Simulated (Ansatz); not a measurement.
# HOSSi (SMILES O=[Si]S) (doublet): what the fields show

The calculation's input:

```
crystal:
  periodic: [false, false, false]
  atoms:
    - {symbol: O, position_ang: [-0.664264, 1.955935, 0.059324]}
    - {symbol: S, position_ang: [1.014427, -0.745192, 0.673840]}
    - {symbol: Si, position_ang: [0.050129, 0.732133, -0.561584]}
    - {symbol: H, position_ang: [1.414428, -1.489936, -0.383389]}
basis:
  gaussian: {orbitals: def2-TZVPD}
output: {forces: true, orbitals: {seedname: orbitals}}
magnetization: {spin_polarized: true, initial_magnetization: 1}
hamiltonian: {xc: {name: PBE0}}
```

Launched as:

```sh
ansatz run input.yaml --threads 1 --pin off --max-ram 2610MiB --events-out events.jsonl --progress --plain --runs-dir runs
```

Geometry: r2SCAN-D4/def2-SVP.

Method: isolated molecule in a Gaussian basis; Kohn-Sham density functional theory, functional PBE0 in Ansatz 0.2.0.

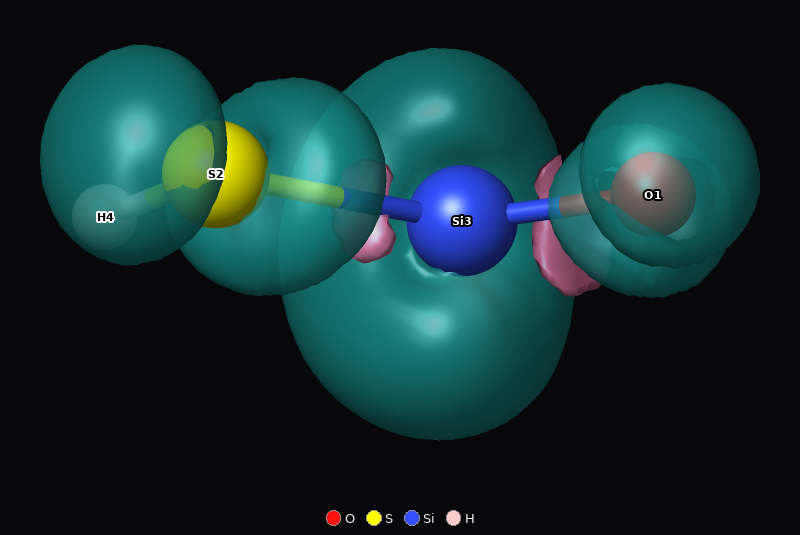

Figure 1. Isosurfaces of the spin density at +0.02 (teal) and −0.02 e/Å³ (pink), seen from one side.

Which atoms carry the spin?

Answer. The unpaired spin (1 electron) lies mostly on Si3 (about 0.6), O1 (about 0.2) and S2 (about 0.2), in electrons by Hirshfeld's partition.

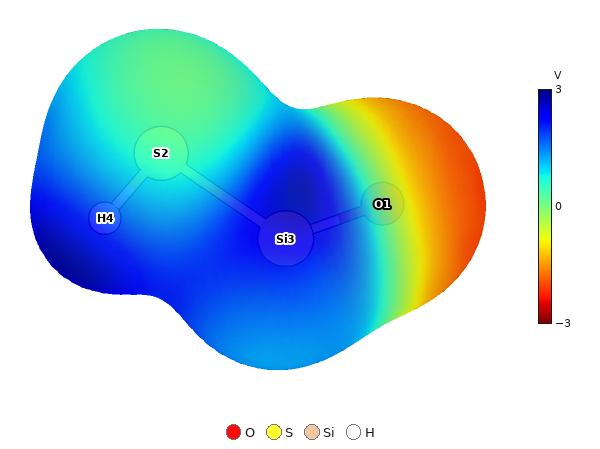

Figure 2. The molecular electrostatic potential painted on the density surface at 0.004 e/bohr³, seen at a tilt; red is negative and blue positive.

Where is the surface potential most negative and most positive?

Answer. The most negative region (about −2.1 V) lies over O1, the most positive (about +2.8 V) over H4. O1 is the likeliest acceptor of a hydrogen bond.

What dipole moment does the calculation give?

Answer. Its dipole moment is 4.07 D.

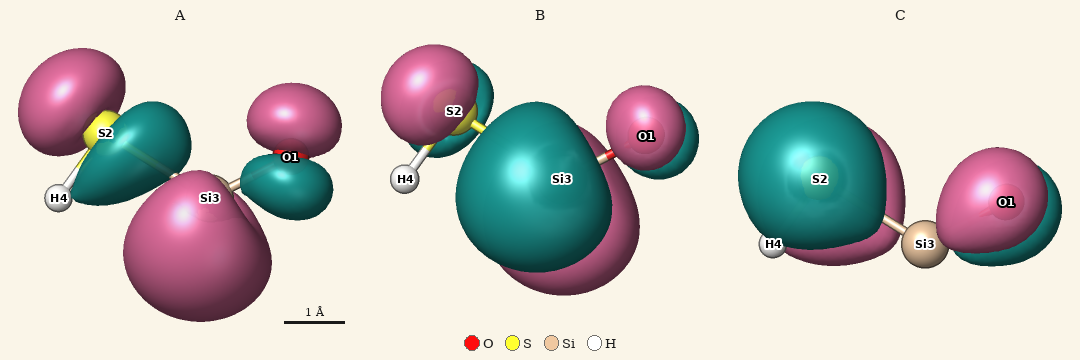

Figure 3. Three frontier orbitals at ±0.1 Å⁻³ᐟ² (teal and pink are the two phases), in no order.

Which picture is the HOMO−1, the HOMO and the LUMO? All are α orbitals.

Answer. C is the HOMO−1 (α) (−8.63 eV). Its weight (Hirshfeld) is mainly on S2 (about 60 %) and O1 (about 30 %); it changes sign across the molecular plane (π type); π-bonding across O1–Si3. A is the HOMO (α) (−7.44 eV). It lies mainly on Si3 (about 50 %), S2 (about 25 %) and O1 (about 20 %); it is symmetric in the molecular plane (an in-plane orbital: σ, lone-pair or in-plane π type). B is the LUMO (α) (−2.13 eV). Its weight (Hirshfeld) is mainly on Si3 (about 70 %), S2 (about 15 %) and O1 (about 15 %); it changes sign across the molecular plane (π type).

What is the gap between the highest occupied and lowest empty α orbitals?

Answer. 5.31 eV between the orbital energies.
